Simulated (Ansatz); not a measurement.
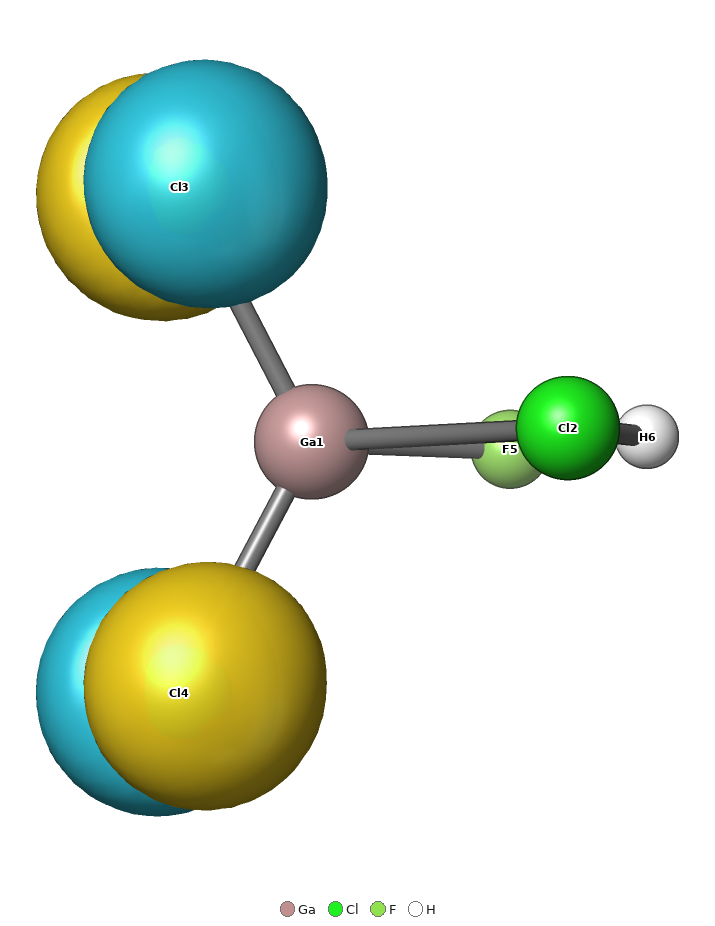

Cl₃FGaH. The HOMO−1 at ±0.15 Å⁻³ᐟ² (yellow and cyan are the two phases), seen at a tilt.

These are results of Ansatz, RKS B3LYP-D4/def2-SVP, not measurements.

```xyz
6

Ga    0.0227   -0.4906   -0.2765
Cl    0.0206    0.0448    2.3395
Cl    1.8934    0.2792   -0.9613
Cl   -1.8648    0.2403   -0.9578
F     0.0405   -2.1292    0.4139
H     0.0337   -1.2559    2.1920
```

### Where does this orbital lie, and at what energy?

By Hirshfeld shares it lies mainly on Cl3 (about 45 %) and Cl4 (about 45 %); largely a combination of lone pairs on Cl3 and Cl4. Its energy is −8.96 eV.
